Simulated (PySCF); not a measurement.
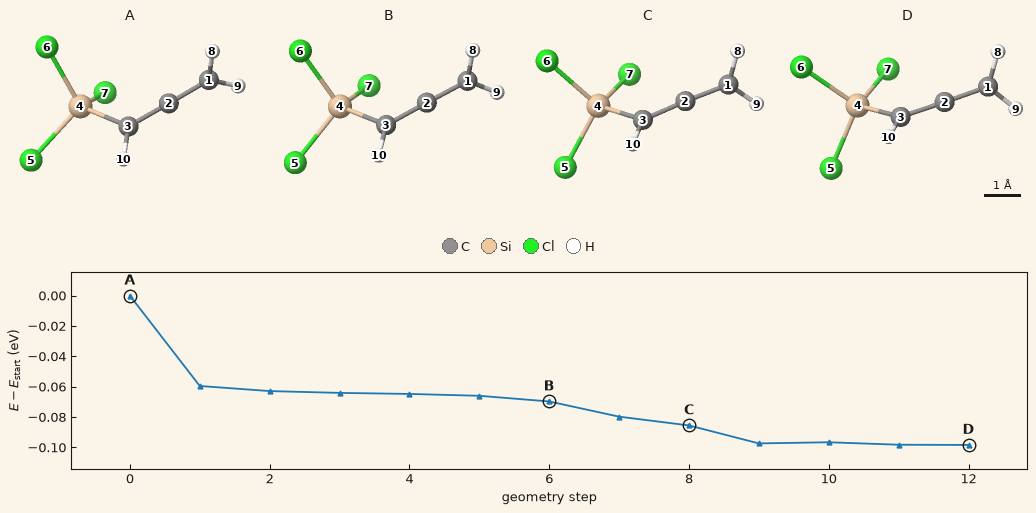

Frames of a relaxation of C3H3Cl3Si, marked on the history of the run. Style: ball-and-stick. Shown at a tilt.

The start comes from GFN2-xTB. Its atoms were then displaced at random by about 0.01 Å.

Computed with PBE0-D3(BJ)/def2-TZVP geometry optimisation, gas phase in PySCF. 

Question: Describe the path.

Answer: H10 moves most after the best rigid fit: 0.90 Å. Largest moves by element: H 0.90 Å, Cl 0.87 Å, C 0.40 Å, Si 0.05 Å. Near-neighbour distances that change, for instance: C1–H9 1.041 → 1.084 Å, Si4–Cl5 2.052 → 2.037 Å, C1–H8 1.095 → 1.084 Å, Si4–Cl7 2.019 → 2.029 Å. Bond angles that change, for instance: C2–C3–H10 117.2° → 119.8°, C3–Si4–Cl6 112.4° → 110.0°, C3–Si4–Cl5 107.7° → 110.0°. Groups turn about C3–Si4 by about 50°. The energy falls by 0.098 eV in 12 geometry steps. Cost: 10 min on 2 threads of Intel(R) Xeon(R) Processor @ 2.50GHz, on a shared host. From step 0 to 6: Cl7 moves most (0.27 Å), energy −0.070 eV. From step 6 to 8: Cl6 moves most (0.44 Å), energy −0.016 eV. From step 8 to 12: H10 moves most (0.26 Å), energy −0.013 eV.

| step | E − E(0), eV |
| --- | --- |
| 0 | 0.0000 |
| 1 | -0.0595 |
| 2 | -0.0629 |
| 3 | -0.0641 |
| 4 | -0.0647 |
| 5 | -0.0660 |
| 6 | -0.0697 |
| 7 | -0.0797 |
| 8 | -0.0855 |
| 9 | -0.0973 |
| 10 | -0.0966 |
| 11 | -0.0982 |
| 12 | -0.0983 |
